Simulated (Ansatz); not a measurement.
# CH5Al (AlH2Me): HSE06/STO-3G

What is the vertical singlet–triplet gap of CH5Al (AlH2Me) at HSE06/STO-3G? 

Program for the calculation: Ansatz 0.2.0.

56 further runs of the same task are left out: 2 that didn't finish, 54 set aside as unsound or not needed.

### Step 1. The molecule

CH5Al: 7 atoms, total charge 0, spin state singlet. SMILES: `[H][Al]([H])[CH3]`. Geometry: a GFN2-xTB relaxation, a rough one for these elements and not checked as a minimum.

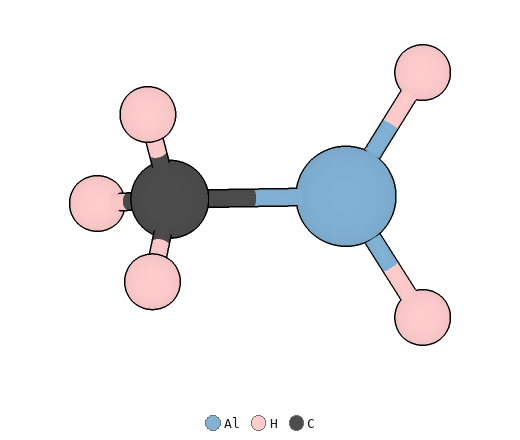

Viewed from a chosen angle; aluminium light blue, hydrogen pink, carbon dark grey.

### Step 2. A single-point energy at HSE06/STO-3G

run.yaml reads:

```yaml
crystal:
  periodic: [false, false, false]
  atoms:
    - symbol: Al
      position_ang: [0.532240, 0.925980, -0.002840]
    - symbol: H
      position_ang: [2.079610, 1.030730, 0.039470]
    - symbol: H
      position_ang: [-0.157080, 2.315610, -0.032820]
    - symbol: C
      position_ang: [-0.456800, -0.794540, -0.002750]
    - symbol: H
      position_ang: [-0.578610, -1.223840, -1.005100]
    - symbol: H
      position_ang: [-1.469240, -0.690290, 0.408830]
    - symbol: H
      position_ang: [0.049890, -1.563640, 0.595200]
basis:
  gaussian:
    orbitals: STO-3G
hamiltonian:
  xc: {name: HSE06}
accuracy: high
```

On the command line:

```bash
$ ansatz run run.yaml --threads 1 --pin off --max-ram 2610MiB --events-out events.jsonl --progress --plain --runs-dir runs
```

What it wrote:

```text
Warning: RAYON_NUM_THREADS=1 ignored (pool sized by the plan → 1); use --threads N
Functional definition: HSE06
  name "HSE06"
  parameter a = 0.25
  parameter omega = 0.11/bohr
  exchange = pbe_x - a*pbe_x_sr(omega) + a*exact_x_sr(omega)
  correlation = pbe_c
336 factors; integrals over basis functions are off by at most 1.4e-8 eV
65 factors; integrals over basis functions are off by at most 1.1e-9 eV
mean field evaluation 1: about -7616.9440 eV, gradient 1.9e1 eV
mean field evaluation 2: about -7617.5420 eV, gradient 1.3e1 eV
mean field evaluation 4: about -7618.1024 eV, gradient 1.3e-1 eV
mean field evaluation 8: about -7618.0486 eV, gradient 2.2e-3 eV
mean field evaluation 16: about -7618.0486 eV, gradient 3.0e-8 eV
mean field -7618.04864017 eV, -279.9581238274 hartree, gradient 3.0e-8 eV, S^2 0.000000; 0 other end points of the search recorded, 0 dependent functions left out
reference -7618.04864228 eV, -279.9581239048 hartree; 12, 12 occupied and 7, 7 virtual orbitals, 336 factors
Total energy: -7618.04864228 eV, -279.9581239048 hartree
```

Wall time 1.3 s (1 thread of Arm Neoverse V2, shared host); peak memory 0.1 GiB.

### Step 3. The triplet at the same level

in.yaml reads:

```yaml
crystal:
  periodic: [false, false, false]
  atoms:
    - {symbol: Al, position_ang: [0.532240, 0.925980, -0.002840]}
    - {symbol: H, position_ang: [2.079610, 1.030730, 0.039470]}
    - {symbol: H, position_ang: [-0.157080, 2.315610, -0.032820]}
    - {symbol: C, position_ang: [-0.456800, -0.794540, -0.002750]}
    - {symbol: H, position_ang: [-0.578610, -1.223840, -1.005100]}
    - {symbol: H, position_ang: [-1.469240, -0.690290, 0.408830]}
    - {symbol: H, position_ang: [0.049890, -1.563640, 0.595200]}
basis:
  gaussian:
    orbitals: STO-3G
magnetization:
  spin_polarized: true
  initial_magnetization: 2
hamiltonian:
  xc: hse06
accuracy: high
```

On the command line:

```bash
$ ansatz run in.yaml --threads 1 --pin off --max-ram 2610MiB --events-out events.jsonl --progress --plain --runs-dir runs
```

What it wrote, shortened:

```text
Warning: RAYON_NUM_THREADS=1 ignored (pool sized by the plan → 1); use --threads N
[... 6 set-up lines as earlier in the session ...]
336 factors; integrals over basis functions are off by at most 1.4e-8 eV
65 factors; integrals over basis functions are off by at most 1.1e-9 eV
mean field evaluation 1: about -7609.3688 eV, gradient 8.1e0 eV
mean field evaluation 2: about -7607.5631 eV, gradient 1.8e1 eV
mean field evaluation 4: about -7609.9632 eV, gradient 4.7e0 eV
mean field evaluation 8: about -7610.2313 eV, gradient 1.9e0 eV
mean field evaluation 16: about -7610.2333 eV, gradient 5.4e-6 eV
mean field evaluation 32: about -7610.2332 eV, gradient 5.1e-4 eV
mean field -7610.23327680 eV, -279.6709145210 hartree, gradient 1.9e-8 eV, S^2 2.002418; 3 other end points of the search recorded, 0 dependent functions left out
reference -7610.23327900 eV, -279.6709146018 hartree; 13, 11 occupied and 6, 8 virtual orbitals, 336 factors
Total energy: -7610.23327900 eV, -279.6709146018 hartree
```

It took 5.1 s on 1 thread of Arm Neoverse V2, shared host; peak memory 0.14 GiB.

### Step 4. What came out

Level: HSE06/STO-3G.

| quantity | value |
| --- | --- |
| singlet: total energy | -279.95812 Eh |
| triplet: total energy | -279.67091 Eh |
| triplet: ⟨S²⟩ | 2.002 |
| vertical energy of the triplet above the singlet | 7.815 eV |

At this shape the triplet lies 7.82 eV (180 kcal/mol) above the singlet. In a minimal basis such a difference can be off by several eV, whatever the method.
